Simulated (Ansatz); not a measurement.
# Single-point calculation, with input and output: Cu2Sn22O48 (part 2 of 2)

Cu2Sn22O48 (defect cell, 72 atoms in the cell); DFT, HSE06, PAW, plane waves (Ansatz 0.2.0); cutoff 420 eV, 1×1×1 k-mesh, Fermi–Dirac smearing of 0.01 eV. 

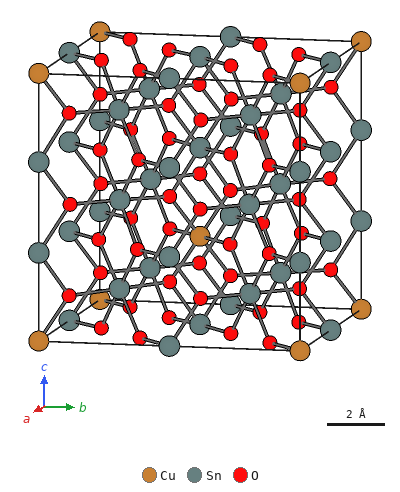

The structure (ball-and-stick view of the cell of the calculation, seen slightly off an axis).

### The program's output, continued
```
SCF iter  21: F=—  HF=-173083.721801 eV  |F-HF|=—  |Δ(HF+E_count)|=  1.75e-10  Δρ=1.19e-7 (↑8.80e-8 ↓1.19e-7)  dr2=2.94e-10  dr2_m=5.56e-11  M=4.000 μB ∫|m|=4.771 μB  β_m=0.71  ethr=1.05e-11 (applied; sched 1.00e-12)  ⟨swp⟩=12.0  Hψ=1461  notcnv=0
SCF iter  22: F=—  HF=-173083.721801 eV  |F-HF|=—  |Δ(HF+E_count)|=  2.91e-10  Δρ=1.61e-7 (↑9.76e-8 ↓1.61e-7)  dr2=6.15e-10  dr2_m=6.40e-11  M=4.000 μB ∫|m|=4.771 μB  β_m=0.61  ethr=1.04e-11 (applied; sched 1.00e-12)  ⟨swp⟩=12.0  Hψ=1467  notcnv=0
SCF iter  23: F=—  HF=-173083.721801 eV  |F-HF|=—  |Δ(HF+E_count)|=    0.00e0  Δρ=1.31e-7 (↑6.38e-8 ↓1.31e-7)  dr2=3.76e-10  dr2_m=4.45e-11  M=4.000 μB ∫|m|=4.771 μB  β_m=0.60  ethr=1.03e-11 (applied; sched 1.00e-12)  ⟨swp⟩=12.0  Hψ=1459  notcnv=0
SCF iter  24: F=—  HF=-173083.721801 eV  |F-HF|=—  |Δ(HF+E_count)|=  2.33e-10  Δρ=1.52e-7 (↑6.21e-8 ↓1.52e-7)  dr2=4.44e-10  dr2_m=4.34e-11  M=4.000 μB ∫|m|=4.771 μB  β_m=0.47  ethr=1.06e-11 (applied; sched 1.00e-12)  ⟨swp⟩=13.5  Hψ=1465  notcnv=0
SCF iter  25: F=-173083.721801 eV  HF=-173083.721801 eV  |F-HF|=1.16e-10  |Δ(HF+E_count)|=    0.00e0  Δρ=8.04e-8 (↑7.06e-8 ↓8.04e-8)  dr2=2.19e-10  dr2_m=1.52e-11  M=4.000 μB ∫|m|=4.771 μB  ethr=1.06e-11 (applied; sched 1.00e-12)  ⟨swp⟩=14.0  Hψ=1478  notcnv=0
SCF 5 converged in 25 iterations: F = -173083.721801 eV  dr2 = 2.19e-10
  Residual-converged pass: ⟨swp⟩=3.0  Hψ=1614  notcnv=0  max |occ|·‖R‖ = 2.3e-7 eV (tolerance 2.7e-7 eV)  dr2=2.38e-10  dr2_m=1.46e-11  dr2_onsite=1.24e-11  max |Δocc| = 1.1e-24
  greatest PAW one-centre occupation: 1.000 electrons in one spin orbital (limit 2), on the Cu atom at site 1 (counted from 0), in its partial waves of l = 0
hybrid outer 4: dexx = +1.118e-7 eV, tail = 2.68e-9 eV, Δε = 2.83e-4 eV (about 9.36e-5 eV left of the loop's levels), ΔF = 3.62e-4 eV/Å (tail 1.40e-4)
NSCF: frozen V_eff on 1 k-points
this state was not tested for a lower state beside it, because the functional holds exact exchange (a hybrid, or Hartree-Fock), whose exchange loop this test does not read (fock_operator); the stability check (scf.self_checks: high) cannot read this state: a pseudopotential is PAW: the check reads norm-conserving sets alone
hybrid SCF converged: 4 outer / 113 inner (+28 warm-up), last move |dexx| = 1.12e-7 eV, tail = 2.68e-9 eV
Magnetization: 4.0000 μB (319.0000 up, 315.0000 down)
Absolute magnetization: 4.7771 μB (∫|ρ↑−ρ↓|, with the PAW one-centre terms)
Spin contamination: 0.1256 ħ² per cell (⟨S²⟩ above its minimum at these occupations)
Per-site moments (μB) at R_I (Å): [(0.7258799316739871, 0.8192016853476343), (1.1427755432285893, 0.8206183554720374), (0.0008482255994501152, 0.8571064376637663), (0.0003125166866974665, 0.8536771063602849), (-9.126675621166415e-5, 0.8516163220221061), (-9.897766291517361e-5, 0.8517449400490686), (-3.7862547837767566e-5, 0.8525850645854), (-9.256015012407305e-5, 0.8518342187851599), (-9.811298969
Free energy (F): -173083.721801 eV
Harris-Foulkes:  -173083.721801 eV  (|F-HF|=1.16e-10)
Internal energy: -173083.721801 eV  (E = F + TS)
E sigma→0 (E₀):  -173083.721801 eV
Fermi energy:    7.821228 eV
--- Per-component energies (eV) ---
  E_band       = -3958.584777
  E_kinetic    = 13183.544873
  E_local      = -44429.848871  (includes V_loc(G=0)·N_el)
  E_nonlocal   = 2346.988198
  E_hartree    = 21954.213555
  E_xc         = -9523.192264
  E_vxc        = -5394.817126  (∫ρ·V_xc dr)
  E_exx        = -1959.967269  (= α·E_x^exact, valence–valence)
  E_paw        = -102831.492024  (= ΣΔE_a)
  E_vpaw       = -9653.063084  (= ΣTr[D̂ρ^β])
  E_aug_tail   = 0.118368  (compensation charges beyond the density's cutoff)
  E_ewald      = -51828.051364
  E_core_change = 3.965000  (= ΣΔE_core)
  E_smearing   = -0.000000  (= −TS)
  E_closure    = -0.000001  (closes the sum)
  Σ components = -173083.721801   (vs F -173083.721801, Δ=0.00e0)
--- Forces (eV/Å), atoms counted from 1 ---
  atom   1  Cu    -0.00069254     0.00041273     0.00208261
  atom   2  Cu     0.00087637    -0.01586404     0.46325632
  atom   3  Sn     0.01264305     0.00225272     0.37472746
  atom   4  Sn     0.00604855     0.02345251    -0.36326449
  atom   5  Sn    -0.01859725    -0.01661464    -0.10153568
  atom   6  Sn    -0.00281110    -0.01156227    -0.01339816
  atom   7  Sn     0.01644775    -0.01249386     0.11547349
  atom   8  Sn    -0.01180415    -0.00098208    -0.10167062
  atom   9  Sn    -0.01183503     0.00436506    -0.01769224
  atom  10  Sn    -0.00945461     0.02532417     0.11671611
  atom  11  Sn     0.01697125    -0.01826353    -0.59687709
  atom  12  Sn    -0.01416187    -0.02143947    -0.00719237
  atom  13  Sn    -0.27817124    -0.27117789    -0.34791546
  atom  14  Sn    -0.17287385    -0.15641611     0.35097257
  atom  15  Sn    -0.04605507    -0.03030559     0.01176037
  atom  16  Sn     0.00395584     0.01338435    -0.14207972
  atom  17  Sn     0.05990685    -0.07234032     0.13546882
  atom  18  Sn     0.27101941    -0.27938085    -0.01598176
  atom  19  Sn    -0.00977237     0.05046080    -0.14829709
  atom  20  Sn    -0.07541314     0.08400544     0.14062221
  atom  21  Sn    -0.26638885     0.28174075    -0.01262875
  atom  22  Sn     0.28411293     0.26723335    -0.35515509
  atom  23  Sn     0.18093796     0.15984865     0.33527473
  atom  24  Sn     0.05174220     0.03349391     0.04456741
  atom  25  O      0.18086958     0.18351523    -0.00967938
  atom  26  O      0.04174986     0.04262789    -0.04332769
  atom  27  O     -0.06452117    -0.07009959     0.05586740
  atom  28  O      0.03348953     0.13276585     0.06570048
  atom  29  O      0.10370352     0.05502712    -0.10830395
  atom  30  O      0.00265584     0.09012354     0.03617502
  atom  31  O      0.12546190     0.01892291     0.06768090
  atom  32  O      0.05385347     0.09197441    -0.10393355
  atom  33  O      0.07672695    -0.01591729     0.03795390
  atom  34  O     -0.07879541    -0.07051165     0.18848505
  atom  35  O     -0.24459130    -0.23265078    -0.09174602
  atom  36  O      0.04360032     0.05188156    -0.12082435
  atom  37  O      0.08096260     0.08387167     0.19351088
  atom  38  O      0.23608970     0.23022330    -0.11132860
  atom  39  O     -0.04127340    -0.04099161    -0.11220981
  atom  40  O     -0.10967485    -0.02706574     0.04850476
  atom  41  O     -0.03307196    -0.10808156    -0.09185874
  atom  42  O     -0.08339250     0.00975223     0.03897195
  atom  43  O     -0.03019425    -0.11982633     0.05022104
  atom  44  O     -0.11179470    -0.04973002    -0.08913062
  atom  45  O      0.00635071    -0.08997187     0.03672045
  atom  46  O     -0.19107864    -0.18758572    -0.05287790
  atom  47  O     -0.03626985    -0.02901681    -0.03430742
  atom  48  O      0.05204963     0.05319876     0.04469812
  atom  49  O      0.03522435     0.02456694     0.08275629
  atom  50  O      0.02482271     0.01642238    -0.09190401
  atom  51  O     -0.02684435     0.03118375     0.00308995
  atom  52  O     -0.29093496     0.27375347    -0.19625818
  atom  53  O     -0.04148912     0.03676952    -0.01683183
  atom  54  O     -0.21019255     0.21997968     0.22769757
  atom  55  O      0.02670478    -0.08109199    -0.15317258
  atom  56  O      0.20161289    -0.17580378     0.21308411
  atom  57  O     -0.02425449     0.02169407     0.05801064
  atom  58  O     -0.03255486    -0.02371058     0.09087974
  atom  59  O     -0.00439956    -0.03605980    -0.07878946
  atom  60  O     -0.02291771     0.02260510    -0.00903086
  atom  61  O      0.02739152     0.02902150     0.07877257
  atom  62  O      0.02326905     0.02404828    -0.08944352
  atom  63  O      0.02938911    -0.03218768     0.00232400
  atom  64  O     -0.07815941     0.04189623    -0.14895442
  atom  65  O     -0.15581137     0.19340624     0.21335918
  atom  66  O      0.01976634    -0.01277862     0.05826427
  atom  67  O      0.28492961    -0.30664864    -0.20441626
  atom  68  O      0.03854317    -0.04927556    -0.02000752
  atom  69  O      0.22309004    -0.21653958     0.21656799
  atom  70  O     -0.02638435    -0.02572190     0.08912200
  atom  71  O     -0.04137222    -0.00233681    -0.08043218
  atom  72  O      0.02104555    -0.01475965    -0.00688064
  max |Σ_I F_I| component: 1.08e-5 eV/Å
--- Band table (eV) ---
  k-point 0 ↑: bands = ["-112.9435", "-112.8448", "-68.7789", "-68.7366", "-68.6762", "-68.5809", "-68.5160", "-68.4947", "-14.8348", "-14.8329", ... 181 levels left out ..., "1.9184", "1.9799", "2.0602", "2.1113", "2.1783", "2.2137", "2.5292", "2.7070", "2.7294", "2.7561", "2.7798", "2.8439", "2.8753", "2.9179", "2.9336", "2.9530", "2.9876", "3.1641", "3.2673", "3.2735", "3.2903", "3.3793", "3.5109", "3.5433", "3.5685", "3.6595", "3.6774", "3.6874", "3.7911",
      "3.8141", "3.8840", "3.9102", "3.9388", "3.9928", "3.9980", "4.0952", "4.2048", "4.2069", "4.2491", "4.2674", "4.3045", "4.3759", "4.4434", "4.5002", "4.5149", "4.5807", "4.6054", "4.6353", "4.6622", "4.6949", "4.7643", "4.8149", "4.8662", "4.9774", "5.0814", "5.0944", "5.1710", "5.2310", "5.2499", "5.3095", "5.3373", "5.3850", "5.4236", "5.5312", "5.5855", "5.6185", "5.6681", "5.6858", "5.7303",
      "5.7923", "5.8290", "5.8803", "5.9054", "5.9186", "5.9541", "5.9983", "6.0346", "6.0744", "6.1297", "6.1348", "6.1666", "6.1967", "6.2086", "6.2277", "6.2644", "6.3109", "6.3280", "6.3313", "6.3657", "6.3767", "6.3961", "6.4236", "6.4404", "6.4452", "6.4580", "6.4936", "6.5039", "6.5278", "6.5360", "6.5439", "6.5986", "6.6079", "6.6233", "6.6626", "6.6692", "6.6831", "6.6904", "6.6990", "6.7099",
      "6.7171", "6.7343", "6.7600", "6.8186", "6.8413", "6.8559", "6.8828", "6.8872", "6.9281", "6.9727", "6.9788", "7.0298", "7.0429", "7.0679", "7.0913", "7.1348", "7.2172", "7.2275", "7.3987", "8.1976", "11.5227", "12.9376", "13.0746", "13.4164", "13.7539", "14.1042", "14.1780", "14.3170", "14.4812", "14.4998", "14.5705", "14.6070", "14.7757", "14.9325", "15.1707", "15.2345", "15.3768", "15.4018", "15.6496", "15.7064",
      "15.8169", "16.0293", "16.2156", "16.2758", "16.5736", "16.6346", "16.8229", "16.8339", "16.9399", "17.0550", "17.5595", "17.6059", "17.7483", "17.9032", "18.0554", "18.0670", "18.0800", "18.1239", "18.2009", "18.2404", "18.3109", "18.3209", "18.4339", "18.5207", "18.5456", "18.6179", "18.6946", "18.7012", "19.0140", "19.3719", "19.4930", "19.5919", "19.7373", "19.8881", "19.8887", "19.9351", "19.9628", "20.0330", "20.1124", "20.2249",
      "20.2965", "20.3845", "20.4088", "20.4954", "20.5033", "20.5717", "20.6114", "20.6522", "20.7248", "20.9238", "20.9996"]
  k-point 0 ↓: bands = ["-111.5551", "-110.9042", "-67.4002", "-67.3670", "-66.7696", "-66.5277", "-66.5140", "-66.4990", "-14.8317", "-14.8302", ... 181 levels left out ..., "2.6417", "2.6526", "2.6947", "2.7426", "2.7903", "2.8227", "2.8351", "2.8924", "2.9398", "2.9441", "2.9933", "3.0670", "3.1505", "3.1961", "3.2665", "3.2977", "3.3508", "3.4418", "3.5180", "3.5672", "3.6014", "3.6238", "3.6639", "3.7336", "3.7549", "3.8536", "3.8704", "3.9410", "3.9463",
      "3.9759", "4.1097", "4.1240", "4.2318", "4.2497", "4.2767", "4.2937", "4.3101", "4.3340", "4.3837", "4.4322", "4.5064", "4.5588", "4.5865", "4.6272", "4.6823", "4.7225", "4.7292", "4.7967", "4.8041", "4.8741", "4.8884", "5.0030", "5.0212", "5.0621", "5.1889", "5.2302", "5.3177", "5.3797", "5.3929", "5.4652", "5.5017", "5.5534", "5.5730", "5.6364", "5.7161", "5.7998", "5.8027", "5.8475", "5.8734",
      "5.9039", "5.9060", "5.9606", "5.9857", "6.0270", "6.0812", "6.1159", "6.1556", "6.1807", "6.2278", "6.2810", "6.3057", "6.3205", "6.3398", "6.3676", "6.3915", "6.4110", "6.4272", "6.4433", "6.4637", "6.4710", "6.4864", "6.4930", "6.5037", "6.5432", "6.5863", "6.5866", "6.6341", "6.6532", "6.6720", "6.6880", "6.7045", "6.7246", "6.7425", "6.7622", "6.7778", "6.7924", "6.8252", "6.8671", "6.8677",
      "6.8961", "6.9151", "6.9642", "7.0124", "7.0377", "7.0677", "7.0903", "7.1387", "7.1980", "7.2566", "7.2608", "7.3321", "7.4034", "7.4269", "7.5113", "8.1312", "9.1817", "9.7067", "10.1595", "10.2667", "11.5732", "12.9782", "13.1276", "13.4535", "13.8542", "14.1401", "14.2325", "14.3814", "14.5064", "14.5296", "14.5963", "14.6899", "14.8115", "14.9593", "15.1884", "15.2883", "15.4093", "15.4353", "15.6903", "15.7407",
      "15.8618", "16.0575", "16.2253", "16.3052", "16.5975", "16.6374", "16.8488", "16.8726", "16.9804", "17.1114", "17.6023", "17.6111", "17.8096", "17.9190", "18.0860", "18.0929", "18.0994", "18.1601", "18.2522", "18.2551", "18.3376", "18.3575", "18.4849", "18.5518", "18.5665", "18.6476", "18.7275", "18.7367", "19.0771", "19.4083", "19.5419", "19.6239", "19.7556", "19.9143", "19.9340", "19.9938", "19.9979", "20.0628", "20.1386", "20.2937",
      "20.3162", "20.4112", "20.4262", "20.5320", "20.5433", "20.5853", "20.6479", "20.6644", "20.7678", "20.9509", "21.0302"]
--- Löwdin populations: 72 sites ---
  site symbol       q [e]    m [muB]
     0     Cu     17.4251     0.6312
     1     Cu     17.3747     0.9860
     2     Sn     12.1740     0.0038
     3     Sn     12.1766     0.0019
     4     Sn     12.1551    -0.0013
     5     Sn     12.1587    -0.0010
     6     Sn     12.1595    -0.0009
     7     Sn     12.1552    -0.0013
     8     Sn     12.1587    -0.0009
     9     Sn     12.1595    -0.0009
    10     Sn     12.1789    -0.0175
    11     Sn     12.1816    -0.0092
    12     Sn     12.1747    -0.0116
    13     Sn     12.1658    -0.0083
    14     Sn     12.1681    -0.0047
    15     Sn     12.1658    -0.0043
    16     Sn     12.1697    -0.0033
    17     Sn     12.1673     0.0013
    18     Sn     12.1659    -0.0038
    19     Sn     12.1698    -0.0033
    20     Sn     12.1672     0.0013
    21     Sn     12.1734    -0.0119
    22     Sn     12.1663    -0.0082
    23     Sn     12.1685    -0.0052
    24      O      6.8526     0.1943
    25      O      6.8455     0.0147
    26      O      6.8465    -0.0032
    27      O      6.8415     0.0076
    28      O      6.8380    -0.0038
    29      O      6.8415     0.0057
    30      O      6.8416     0.0073
    31      O      6.8379    -0.0048
    32      O      6.8417     0.0059
    33      O      6.8398     0.0328
    34      O      6.7984     0.3270
    35      O      6.8477     0.0016
    36      O      6.8419     0.0273
    37      O      6.8005     0.3212
    38      O      6.8465     0.0053
    39      O      6.8419     0.0073
    40      O      6.8398     0.0020
    41      O      6.8407     0.0020
    42      O      6.8420     0.0071
    43      O      6.8397     0.0012
    44      O      6.8407     0.0023
    45      O      6.8525     0.2012
    46      O      6.8432     0.0095
    47      O      6.8489     0.0018
    48      O      6.8487     0.0059
    49      O      6.8460     0.0037
    50      O      6.8474     0.0029
    51      O      6.7778    -0.0140
    52      O      6.8430    -0.0030
    53      O      6.7868     0.0175
    54      O      6.7835     0.3683
    55      O      6.8355     0.2483
    56      O      6.8472     0.0036
    57      O      6.8479     0.0063
    58      O      6.8466     0.0027
    59      O      6.8477     0.0045
    60      O      6.8485     0.0060
    61      O      6.8459     0.0038
    62      O      6.8473     0.0028
    63      O      6.7789     0.3785
    64      O      6.8361     0.2464
    65      O      6.8473     0.0034
    66      O      6.7750    -0.0246
    67      O      6.8431    -0.0031
    68      O      6.7887     0.0220
    69      O      6.8479     0.0065
    70      O      6.8466     0.0029
    71      O      6.8478     0.0046
  spilling = 0.005453 (of n_electrons = 634.000000)
```

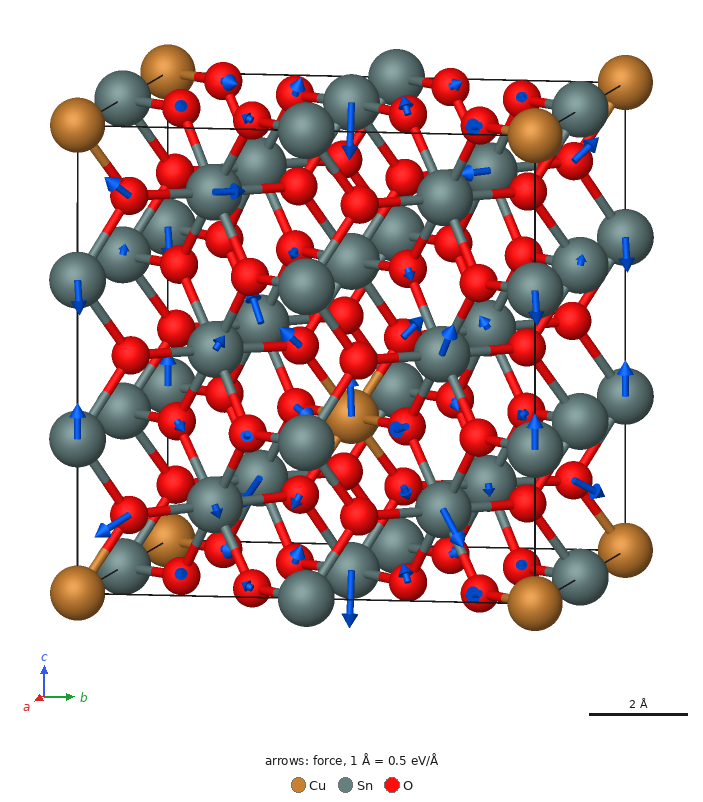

Forces on the atoms as blue arrows (ball-and-stick view of the cell of the calculation, seen slightly off an axis); the smallest are left out. The largest act on Sn11 (0.60 eV/Å); Sn22 (0.53 eV/Å); Sn13 (0.52 eV/Å); O67 (0.47 eV/Å), among others. Atoms are counted from 1 in the order of the input and aren't labelled in the picture. 

### Summary

```csv
quantity,value
outcome,converged
electrons treated,634
free energy,−173083.7218 eV
Fermi energy,7.821 eV
net moment of the cell,4.00 μB
largest force (length of the vector),0.597 eV/Å
hardware,"1 × NVIDIA H100 80GB HBM3, 4 threads of AMD EPYC, 41 GiB of memory available, shared host"
wall time,1.7 min (CPU time 3.3 min)
peak memory,3.2 GiB
```

### Remarks

The program warns: the state was not tested for a lower one. The k-point mesh is coarse for a cell of this size, so the results may not be converged.
